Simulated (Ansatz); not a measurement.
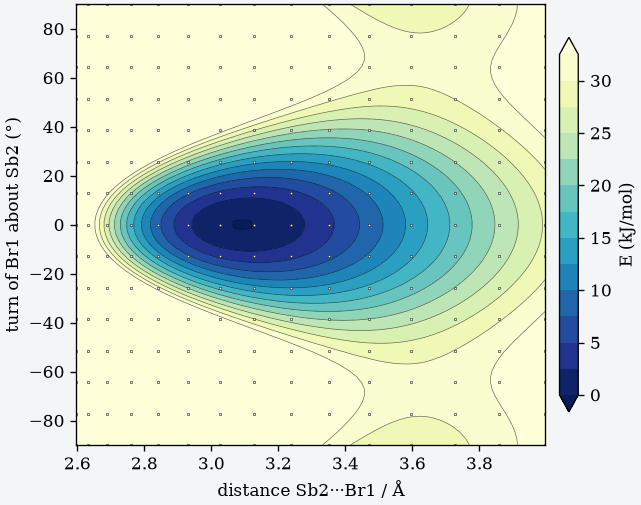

BrH₃Sb, charge −1. The turn is about an axis along (−0.57, −0.82, −0.07) in the frame of the relaxed pair, normal to the line between the partners. First axis: distance Sb2···Br1. Second axis: turn of Br1 about Sb2. The grid has 15 × 15 points; 120 points were computed and 105 follow by symmetry. Points are written as (first, second). Energies: kJ/mol, counted from the lowest grid point. Computed with Ansatz 0.2.0, RKS SPW92 (LDA)/def2-TZVPD.

Drawn: filled contours, dots at the grid points, one colour for all values above the top of the scale. Between grid points the surface is interpolated.

> Estimate the position of the minimum and the force constants in these coordinates.

The interpolated minimum is at distance Sb2···Br1 ≈ 3.092 Å, turn of Br1 about Sb2 ≈ 0.0°. The curvatures there are about 2 eV/Å² and 1.5 eV/rad², with a cross term of about 0 eV/(Å·rad). Round the minimum the two coordinates are nearly uncoupled. (1 eV is 96.5 kJ/mol.)
